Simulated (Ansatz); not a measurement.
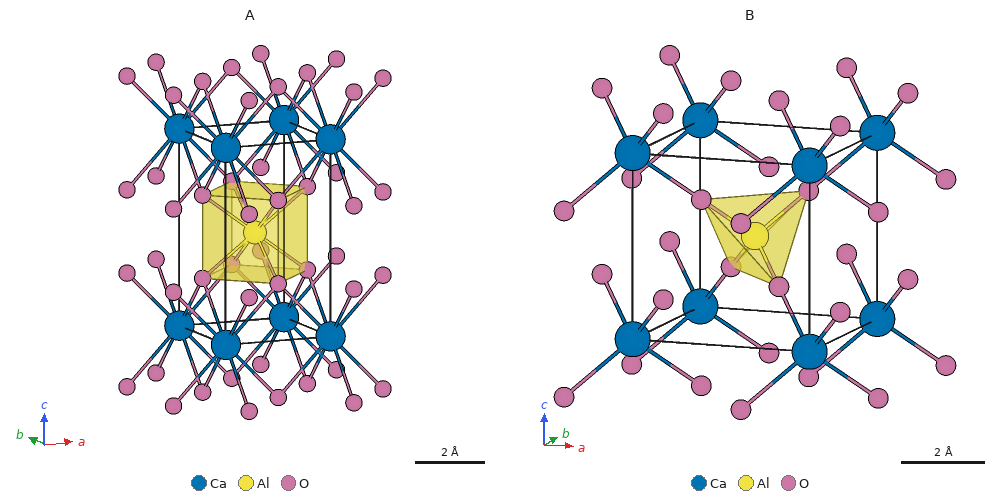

Two structures of CaAlO4, each relaxed to rest (conventional cells in solid outline, small ones repeated, not to one scale). Method: DFT PBE, scalar-relativistic, plane waves, PAW (Ansatz 0.2.0), with collinear spins.

> State the structure in each panel.

A: 6 atoms a cell on a primitive tetragonal lattice, P4/mmm. B: 6 atoms a cell on a primitive cubic lattice, P-43m.

> What is the energy order of the two?

A is lower, by 40 meV/atom at this level of theory (energies at zero smearing). Volumes: A 10.7, B 16.4 Å³/atom.

One or both may be structure types tried for this composition rather than known phases.
